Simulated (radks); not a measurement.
System: a free Rh atom, configuration [Kr] 4d8 5s1. Level of theory: scalar-relativistic Kohn-Sham, PW91, spin-unpolarised, spherical densities, point nucleus. Computed with the in-house radial solver radks.

Wanted: the number of electrons inside radius r (solid) and the radial density 4πr²ρ (dashed).

The count levels off at 45 electrons. Half of them lie within 0.420 bohr, 90 % within 1.66 bohr and 99 % within 3.79 bohr. The radial density has minima at 0.0456, 0.200 and 0.714 bohr, where the count stands at 2.0, 11.2 and 29.1; these part the shells that the density resolves.

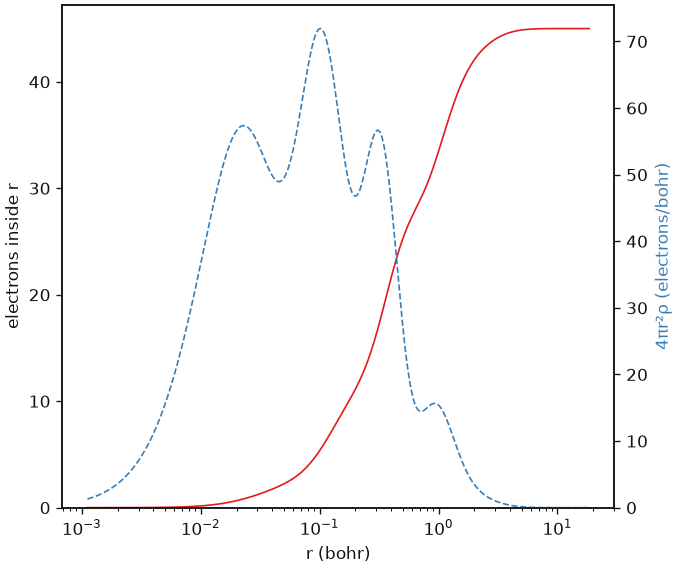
